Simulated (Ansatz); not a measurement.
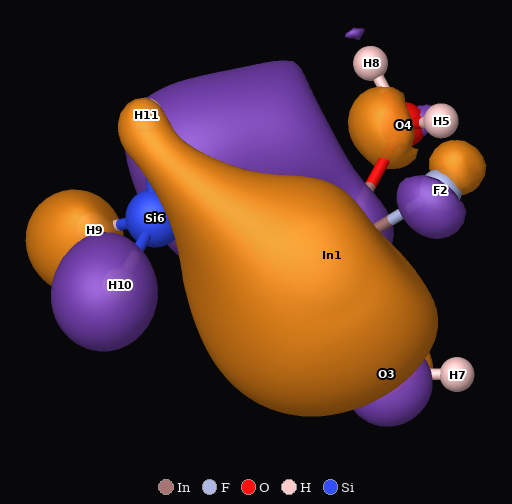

Figure 1: FH$_{6}$InO$_{2}$Si. One frontier orbital at ±0.08 Å⁻³ᐟ² (orange and purple are the two phases), seen at a tilt.

Core potentials replace the inner electrons of In.

Method: RKS PBE0/def2-SVP (Ansatz).

Input

```
crystal:
  periodic: [false, false, false]
  atoms:
    - { symbol: In, position_ang: [0.102939, 0.881095, -0.604168] }
    - { symbol: F, position_ang: [1.529325, -1.887832, 0.441061] }
    - { symbol: O, position_ang: [0.128528, 1.031499, -2.593337] }
    - { symbol: O, position_ang: [1.387137, 2.222439, 0.148186] }
    - { symbol: H, position_ang: [1.002299, -1.959087, 1.181083] }
    - { symbol: Si, position_ang: [-1.383276, -0.784863, 0.598051] }
    - { symbol: H, position_ang: [0.735777, 1.72838, -2.871466] }
    - { symbol: H, position_ang: [1.525585, 2.151203, 1.098468] }
    - { symbol: H, position_ang: [-2.691974, -0.187942, 0.997243] }
    - { symbol: H, position_ang: [-1.639193, -1.980425, -0.256056] }
    - { symbol: H, position_ang: [-0.697048, -1.214468, 1.861034] }
basis:
  gaussian: { orbitals: def2-SVP }
hamiltonian:
  xc: pbe0
relax:
  f_tol: 0.03
  max_steps: 50
output:
  orbitals: {}
```

Launched as:

```sh
ansatz run input.yaml --threads 2 --pin off --max-ram 3072MiB --backend cpu --events-out ev --progress --plain --runs-dir out
```

The fields are those of the relaxed geometry.

> Which orbital is it: HOMO or LUMO?

The LUMO, at −0.69 eV. It lies mainly on In1 (about 50 %) and Si6 (about 25 %).
